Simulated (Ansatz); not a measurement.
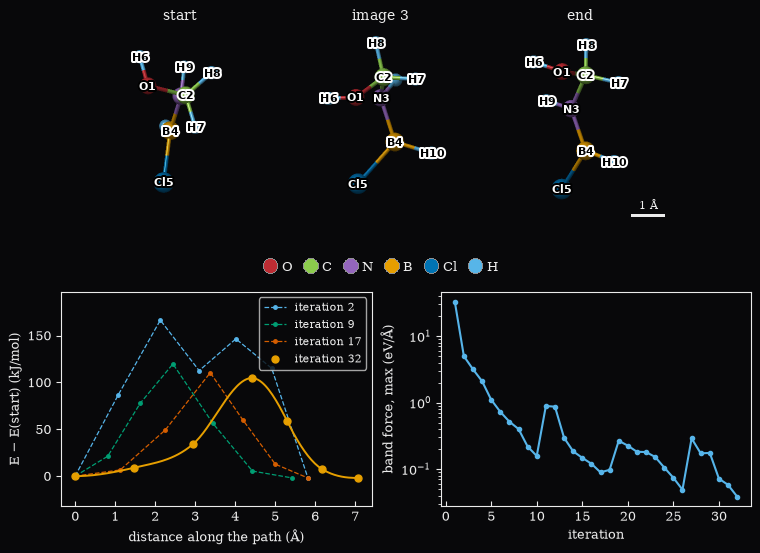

NEB run on CH5BClNO. Images are numbered from 0 (start) to 6 (end). The plot follows the band through its iterations. Style: ball-and-stick. Shown from a free direction.

All numbers below come from Ansatz, RKS r2SCANh-D4/def2-SVP. Run with 5 movable images; climbing image; force threshold 0.05 eV/Å; iteration limit 60; starting path through a guess of the saddle point.

Q: Did the band converge, and can the barrier be trusted?

A: The result is final at these settings. The band converged in 32 iterations. The largest component of the band force went from 33 to 0.039 eV/Å. The climbing image converged on the top of the path. Its vibrational analysis gives one imaginary mode (307i cm⁻¹), as a transition state must have. The first iteration put the highest image at 699.3 kJ/mol. Forward barrier 104.6 kJ/mol, backward barrier 106.6 kJ/mol, with image 3 at the top; the reaction energy is −1.9 kJ/mol.
